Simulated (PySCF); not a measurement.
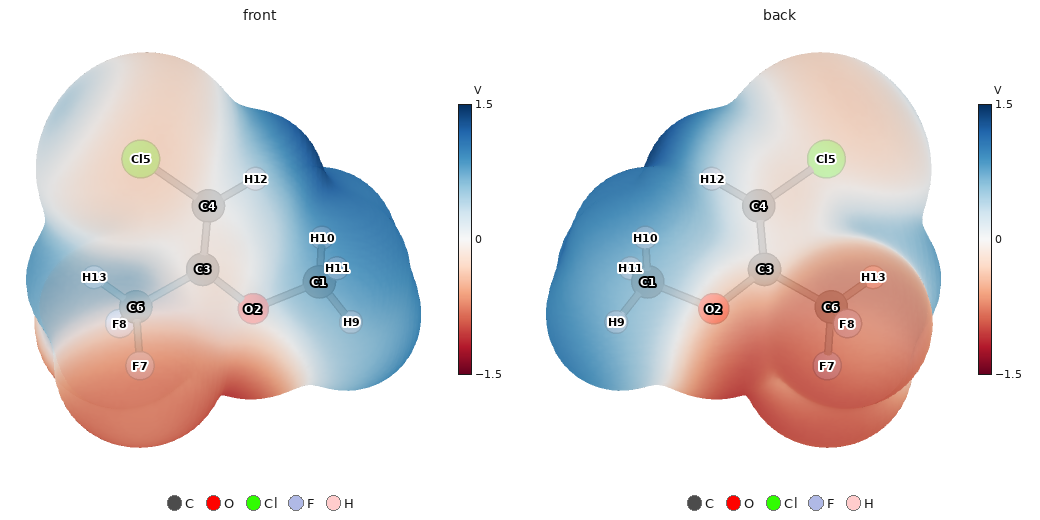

Figure 1: C$_{4}$H$_{5}$ClF$_{2}$O (SMILES CO/C(=C/Cl)C(F)F). The molecular electrostatic potential painted on the density surface at 0.001 e/bohr³, seen from the front and from behind; red is negative and blue positive.

Geometry: GFN2-xTB.

Computed with PBE0/pcSseg-1, SCF density, gas phase, non-relativistic in PySCF 2.14.0.

The calculation's input:

```
{"job": {"kind": "nmr", "xc": "PBE0", "basis": "pcSseg-1"}, "charge": 0, "multiplicity": 1}
C      1.988944    -0.153690    -0.075834
O      0.734762    -0.767337     0.116317
C     -0.378865    -0.011777     0.026109
C     -0.423066     1.297340    -0.231283
Cl    -1.891615     2.185332    -0.339360
C     -1.620762    -0.849398     0.255116
F     -1.550605    -1.494755     1.441287
F     -1.729683    -1.807125    -0.695050
H      2.722258    -0.949715     0.038226
H      2.067504     0.278634    -1.077388
H      2.167268     0.621878     0.674328
H      0.452206     1.901796    -0.395012
H     -2.542736    -0.250698     0.244813
```

Command:

```sh
OMP_NUM_THREADS=1 python probes_run.py task.json out
```

Q: Which sites attract a positive test charge, and which a negative one?

A: A positive charge is drawn to the negative regions and a negative charge to the positive ones. The most negative region (about −1.0 V, or −23 kcal/mol for a unit charge) lies over O2 and F7, the most positive (about +1.3 V, or +30 kcal/mol for a unit charge) over H12. Cl5 shows a σ-hole: about +0.4 V, or +9 kcal/mol for a unit charge at the tip opposite its bond, against about −0.1 V on its flanks.

Q: What dipole moment does the calculation give?

A: Its dipole moment is 3.17 D.
